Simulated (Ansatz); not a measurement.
BH4Si (doublet)

```
atom    x (Å)    y (Å)    z (Å)
   B  -0.0040  -1.0396   0.1149
  Si   0.0033   0.8708  -0.0962
   H  -0.7507  -1.5457   0.8973
   H   0.7382  -1.7099  -0.5376
   H   0.8815   1.6157  -1.0323
   H  -0.8684   1.8087   0.6539
```

Geometry: PBE0-D4/def2-TZVP.

The calculation used UKS PBE0-D4/def2-TZVPP in Ansatz 0.2.0.

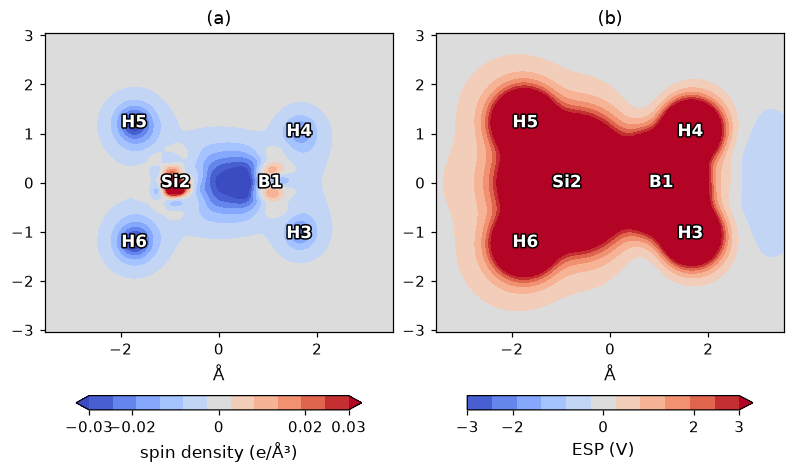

Figure 1. (a) spin density (α minus β); (b) molecular electrostatic potential on the molecular plane.

Q: Describe what can be read from this map.

A: The section cuts through B, Si and H sites.
The unpaired spin (1 electron) lies mostly on Si2 (about 0.7) and B1 (about 0.3), in electrons by Hirshfeld's partition.
Outside the dense part of the molecule the potential is most negative (−0.6 V) near H3 and H4.

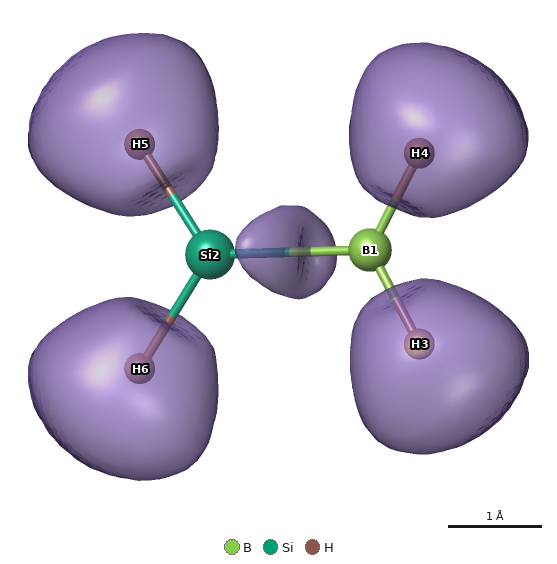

Figure 2. Isosurface of the ELF at 0.9 (purple), seen at a tilt. Core shells and regions of very low density are left out.

Q: Where are the electrons localised?

A: The surface consists of one region between bonded B–Si atoms (shared pairs) and four regions around hydrogen nuclei.


Si–B (1.92 Å): the ELF peaks at about 0.95 between the atoms: a shared electron pair. B–H (1.19 Å): the ELF climbs to about 1 towards the hydrogen, as it does in any bond to H: a covalent bond by its length.

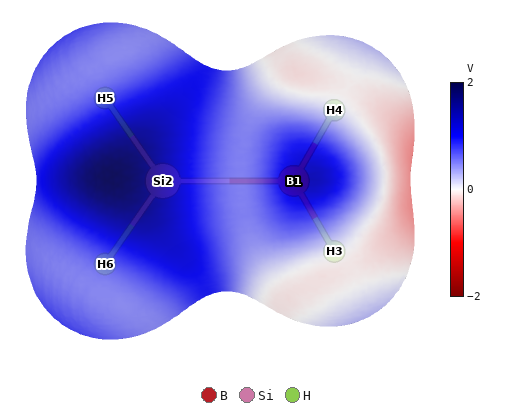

Figure 3. The electrostatic potential painted on the density surface at 0.004 e/bohr³, seen across its widest extent; the colour scale runs from red (negative) to blue (positive).

Q: Which sites attract a positive test charge, and which a negative one?

A: A positive charge is drawn to the negative regions and a negative charge to the positive ones. The most negative region (about −0.4 V) lies over H3, the most positive (about +1.9 V) over Si2.
